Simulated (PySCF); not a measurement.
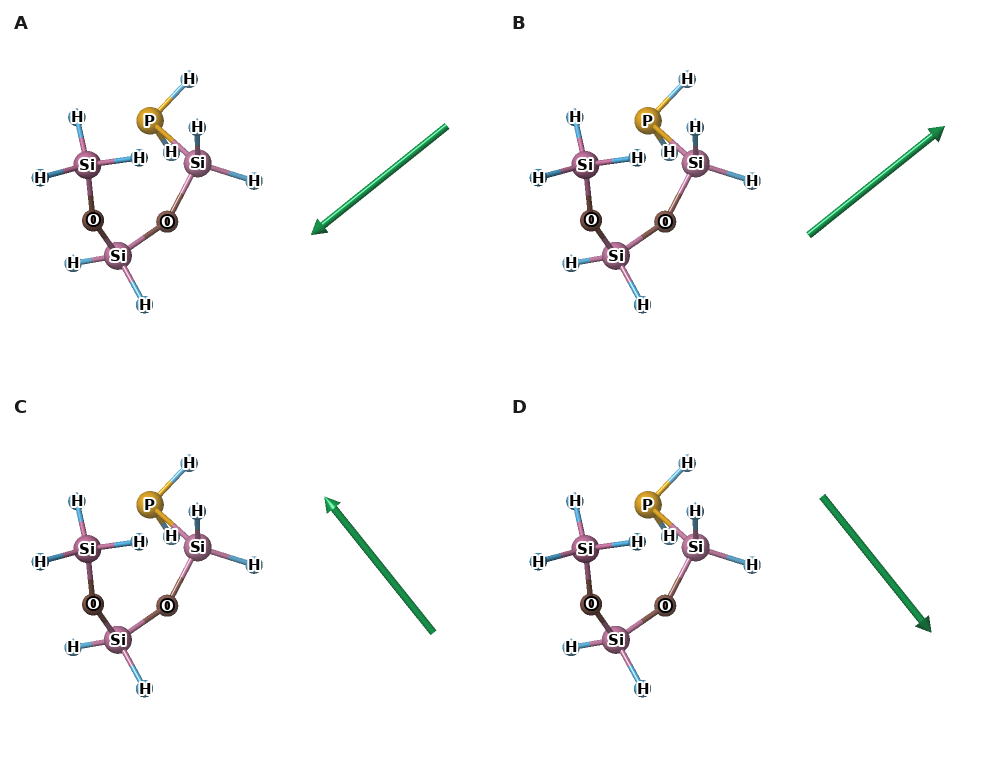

The same molecule four times, each with an arrow. The computed structure is the end point of a GFN2-xTB optimisation. No frequency run is at hand to confirm it as a minimum. Level of theory: PBE0/def2-SVPD, gas phase (PySCF 2.14.0).

### Which arrow points along the dipole moment, from the negative to the positive end?

B. The dipole moment is 0.70 D.

The geometry is semi-empirical. Around P, Si such bond lengths and angles can be off by a tenth of an ångström or more and by several degrees, and values that hang on the shape move with them.
